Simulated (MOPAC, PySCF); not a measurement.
Bond stretch in OH (anion, charge -1), singlet.

Levels: PM6, restricted, heats of formation (MOPAC); UKS-B3LYP/6-31G* = PySCF with unrestricted B3LYP/6-31G*, spherical d; RKS-M06-2X/6-31G* = restricted M06-2X/6-31G*, spherical d run with PySCF; UCCSD = CCSD on UHF/aug-cc-pVDZ, 1 core orbital frozen (PySCF).

Energies are in kcal/mol, each relative to the lowest point of its own curve near equilibrium.

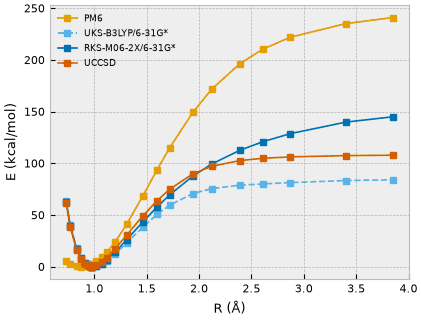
Fig. 1. Energy against bond length for each method.

| R / Å | PM6 | UKS-B3LYP/6-31G* | RKS-M06-2X/6-31G* | UCCSD |
|---|---|---|---|---|
| 0.73 | 5.0 | 63.4 | 62.8 | 61.9 |
| 0.77 | 2.3 | 40.0 | 39.4 | 38.3 |
| 0.83 | 0.3 | 17.6 | 17.1 | 16.0 |
| 0.87 | 0.0 | 8.8 | 8.4 | 7.4 |
| 0.91 | 0.4 | 3.4 | 3.1 | 2.4 |
| 0.95 | 1.5 | 0.7 | 0.6 | 0.3 |
| 0.97 | 2.3 | 0.1 | 0.1 | 0.0 |
| 0.98 | 2.7 | 0.0 | 0.0 | 0.0 |
| 1.02 | 5.1 | 0.4 | 0.6 | 1.2 |
| 1.07 | 9.1 | 2.5 | 3.0 | 4.3 |
| 1.12 | 14.1 | 5.8 | 6.7 | 8.8 |
| 1.20 | 24.2 | 12.6 | 14.2 | 17.5 |
| 1.31 | 41.2 | 23.2 | 26.2 | 30.8 |
| 1.46 | 68.0 | 38.0 | 43.0 | 48.8 |
| 1.60 | 93.8 | 50.7 | 57.9 | 63.9 |
| 1.72 | 115.1 | 59.5 | 69.5 | 74.9 |
| 1.94 | 149.2 | 70.6 | 87.5 | 89.7 |
| 2.12 | 171.6 | 75.5 | 99.2 | 97.0 |
| 2.39 | 196.4 | 78.8 | 112.6 | 102.6 |
| 2.61 | 210.4 | 80.0 | 120.8 | 104.8 |
| 2.87 | 221.8 | 81.3 | 128.6 | 106.1 |
| 3.40 | 235.0 | 83.3 | 139.7 | 107.4 |
| 3.85 | 240.9 | 83.9 | 144.9 | 107.8 |

At the longest distance, 3.85 Å, PM6 lies highest above its minimum (240.9 kcal/mol) and UKS-B3LYP/6-31G* lowest (83.9 kcal/mol).

The restricted form behind PM6, RKS-M06-2X/6-31G* keeps the bonding electrons paired and can't separate into open-shell fragments. Where the anion isn't bound against loss of the electron, the finite basis alone holds it. The unrestricted determinant behind UKS-B3LYP/6-31G* is spin-contaminated at 1.60 to 3.85 Å (<S²> up to 1.0, against 0.00 for a pure singlet). The unrestricted determinant behind UCCSD is spin-contaminated at 1.31 to 3.85 Å (<S²> up to 1.0, against 0.00 for a pure singlet).
